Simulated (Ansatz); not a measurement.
# CeC (Fm-3m): a soft mode frozen in, part 3 of 3

Aim: this structure of CeC (Fm-3m) is to be tested for unstable modes, and one is followed downhill.

Ansatz 0.2.0; DFT PBEsol, scalar-relativistic, plane waves, PAW.

So far. Step 5 (Energy along the mode, all amplitudes (two of the runs …): The lowest of the steps tried is at 0.14 Å, 2.58 meV/atom below the parent; the bottom of the well need not coincide with a step. Step 7 (The new phase in its own primitive cell): The largest force component left is 0.43 meV/Å and the pressure is 0.001 GPa, within the tolerances set. The cell now holds 16.89 Å³/atom. The relaxed cell has a = 3.576, c = 5.280 Å (conventional setting).

### 8. Modes of the new phase, k-mesh 12×12×8

A relaxed structure may still be a saddle point, so its zone-centre modes are computed. No field response is asked, since the mesh shows no gap.

Contents of input.yaml:

```yaml
crystal:
  lattice:
    - [3.5764502094, 0.0, 0.0]
    - [0.0, 3.5764502094, 0.0]
    - [0.0, 0.0, 5.2803656932]
  atoms:
    - { symbol: Ce, position: [0.0, 0.5, 0.2457198421] }
    - { symbol: Ce, position: [0.5, 0.0, 0.7542801579] }
    - { symbol: C, position: [0.0, 0.5, 0.7819876581] }
    - { symbol: C, position: [0.5, 0.0, 0.2180123419] }
kpoints:
  mp_grid: { grid: [12, 12, 8] }
hamiltonian:
  xc: pbesol
scf:
  occupations: { method: methfessel_paxton, width: 0.2 }
output:
  eigenvalues: true
phonons:
  method: dfpt
```

On the command line:

```
> ansatz run input.yaml --threads 8 --pin off --max-ram 14336MiB --backend cpu --events-out ev --progress --plain --runs-dir out
```

Numbers of over 12 decimals in the logs are rounded to 6 here.

The program printed:

```text
[...]
zone centre: on kpoints.mp_grid the ground state, and the responses unless they are solved on pairs of k-points, stand on 245 of the mesh's 1152 k-points, reduced under 4 symmetry operations, with k and −k counted as one. Each operation leaves every solved displacement unchanged or reverses it
[...]
Crystal: 4 atoms, lattice volume = 67.541 Å³
Basis set: ecut = 420 eV, 1293 PW (Γ), exchange–correlation on 48×48×72 points (8 copies of the dense FFT grid, shifted against one another)
Bands: 35, of which v1, the nominal top of the filled ones, is band 16 counted from 1 (15 counted from 0)
Symmetry: 16 space group operations
k-points: 245 of 1152 (irreducible under 4 space group operations, time reversal used)
[...]
SCF iter   1: F=—  HF=-13473.702776 eV  |F-HF|=—  |Δ(HF+E_count)|=         —  Δρ=2.46e-1  dr2=3.50e1  ethr=3.10e-3  ⟨swp⟩=4.9  Hψ=34611  notcnv=0
[...]
SCF iter  15: F=-13463.140823 eV  HF=-13463.140823 eV  |F-HF|=1.82e-12  |Δ(HF+E_count)|=  5.46e-12  S|Δr|=    0.00e0  Δρ=4.48e-8  dr2=1.06e-12  ethr=1.00e-12  ⟨swp⟩=12.2  Hψ=39996  notcnv=0
SCF 1 converged in 15 iterations: F = -13463.140823 eV  dr2 = 1.06e-12
[...]
DFPT response loops at Γ: preconditioner auto → Kerker (q_TF=auto, 2.409 Å⁻¹) (partly filled bands, converged f_vac=0.004); β = 1.00, the filter's whole step (`scf.mixing.beta` (0.50) is not read by the response loops under this deck's `scf.mixing.preconditioner`; to damp them name `kerker` or `kerker_dos`, under which they read `scf.mixing.beta`, and type it under 1.00, their step now; both keys bind the ground state too); Broyden in place of MSR1
SCF converged after 15 iterations
[...]
Free energy (F): -13463.140823 eV
[...]
Internal energy: -13463.155281 eV  (E = F + TS)
E sigma→0 (E₀):  -13463.144438 eV
Entropy (-TS):   0.014458 eV (3.614 meV/atom)
Fermi energy:    13.731270 eV
[...]
--- Band table (eV; the first three rows and the last of 245) ---
  k-point 0: bands = [... 12 lower, 13.1261, 13.1261, 13.4180, 13.4180, 14.0684, 14.0685, 14.4697, 14.5765, ... 15 higher]
  k-point 1: bands = [... 12 lower, 13.1246, 13.1246, 13.4046, 13.4046, 13.7770, 14.0438, 14.4793, 14.5737, ... 15 higher]
  k-point 2: bands = [... 12 lower, 13.1287, 13.1287, 13.1446, 13.3651, 13.3651, 13.9633, 14.5073, 14.5633, ... 15 higher]
  k-point 244: bands = [... 12 lower, 13.3290, 13.3290, 13.8865, 13.8865, 14.2341, 14.2341, 14.3106, 14.3106, ... 15 higher]
--- Phonons (Γ-DFPT): 4 representative perturbations + reference, on 245 of 1152 k-points (Σ response iterations 21) ---
  k mesh reduced under 4 symmetry operations, with k and −k counted as one. Each operation leaves every solved displacement unchanged or reverses it
  ASR residual: 3.020e-5 → 0.000e0 eV/Å²; symmetrization residual: 6.377e-7 eV/Å²
  ASR residual per site (eV/Å²): 7.85e-6 7.85e-6 3.02e-5 3.02e-5
  Γ frequencies (cm⁻¹): 0.00 0.00 0.00 115.24 115.24 157.18 184.94 184.94 203.32 203.32 224.06 320.26
  non-analytic LO–TO correction: not included (Born effective charges unavailable; polar crystals: no LO–TO splitting at Γ)
```

Run time: 25 s. Hardware: 8 threads of Intel Xeon 6975P-C (Granite Rapids), shared host; peak memory 2 GiB; 2.8 min of CPU time.

This step gave:

```
sum-rule residual before enforcement                    : 3.02e-5 eV/Å²
point group                                             : 4/mmm
highest optical mode at the zone centre (no LO-TO term) : 320.3 cm⁻¹
lowest optical zone-centre mode                         : 115.2 cm⁻¹
```

Patterns of degenerate modes are one choice out of their space. The modes at Γ (shares of kinetic energy by element, %):

| mode | frequency (cm⁻¹) | symmetry | Ce % | C % |
| --- | --- | --- | --- | --- |
| 1 | 0.0 | acoustic | 92 | 8 |
| 2 | 0.0 | acoustic | 92 | 8 |
| 3 | 0.0 | acoustic | 92 | 8 |
| 4 | 115.2 | Eg | 98 | 2 |
| 5 | 115.2 | Eg | 98 | 2 |
| 6 | 157.2 | A1g | 97 | 3 |
| 7 | 184.9 | Eu | 8 | 92 |
| 8 | 184.9 | Eu | 8 | 92 |
| 9 | 203.3 | Eg | 2 | 98 |
| 10 | 203.3 | Eg | 2 | 98 |
| 11 | 224.1 | A2u | 8 | 92 |
| 12 | 320.3 | A1g | 3 | 97 |

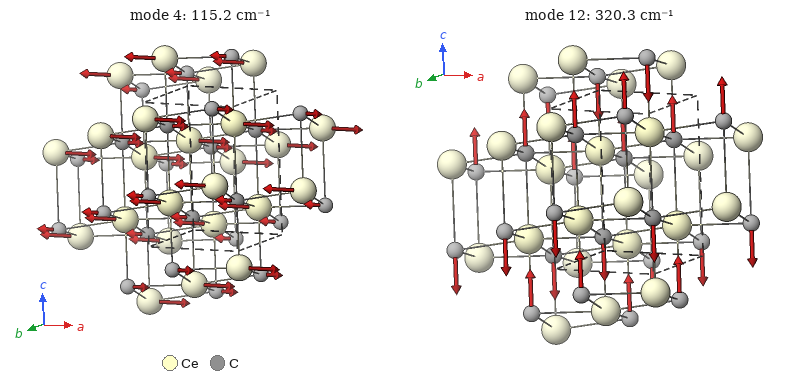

Displacement patterns of modes 4 and 12 at Γ; arrows are exaggerated. 1×2×1 cells are drawn. Some periodic images of atoms are drawn too.

Before it was imposed, the acoustic sum rule was missed by 3.0e-5 eV/Å². Small misses are needed for a sound result but don't prove that mesh and cutoff are converged. The lowest optical mode is real, 115 cm⁻¹.

### 9. The phases reached

The phases reached along the modes that were followed are set side by side.

Energies are those of the first relaxation, on the mesh of the frozen mode; space group, volume and gap are those of the last relaxation. Phases, by row:

| mode frozen in | space group | energy from parent (meV/atom) | volume (Å³/atom) | gap on mesh (eV) | lowest zone-centre optical mode (cm⁻¹) | largest shift (Å) |
| --- | --- | --- | --- | --- | --- | --- |
| parent | Fm-3m | 0 | 16.83 | 0 | – | – |
| q = (0, -0.5, -0.5), 213i cm⁻¹ | P4/nmm | -6.01 | 16.89 | 0 | 115.2 | 0.169 |

### 10. Outcome

```yaml
unstable_mode_of_the_parent: q = (0, -0.5, -0.5), 213i cm⁻¹
depth_at_the_lowest_point_sampled: 2.58 meV/atom
largest_atomic_shift_at_that_point: 0.14 Å
space_group_reached_within_0p01_a: P4/nmm
energy_gained_over_the_parent_first_relaxation_on_the_mesh_of_the_frozen_mode: 6.01 meV/atom
volume_per_atom_phase_reached: 16.9 Å³
lowest_optical_zone_centre_mode_phase_reached: 115 cm⁻¹
highest_optical_mode_at_the_zone_centre_no_lo_to_term_phase_reached: 320 cm⁻¹
```

Along this mode the structure falls into P4/nmm, 6.01 meV/atom below the parent. At the parent's cell the well is 2.583 meV/atom deep on the steps tried, with its lowest point at a shift of 0.14 Å. Relaxing atoms and cell changes the gain by +3.43 meV/atom against the lowest step (energies at zero smearing). The new phase has no imaginary mode at the zone centre of its cell; other wavevectors were not checked. Each path keeps the symmetry of its pattern, so a lower phase may lie along a pattern not tried. With no gap, or one that is small against the smearing, the frequencies hang on the k mesh and the smearing, most of all near Kohn anomalies. The phonon runs are without spin polarisation, although Ce often carries a moment. The 4f shell is treated without a U, so valence and screening may be off. Spin-orbit coupling is left out, which can matter for the heavy elements here.

[Logs are printed without paths, hosts, clocks, repeated set-up lines and the standing remarks that a program may print on its own settings, such as how far it seeks lower states.]

[Hosts, paths, dates, database ids (printed as entryN), source tags and the programs' standing remarks are cut or masked in the printed files.]
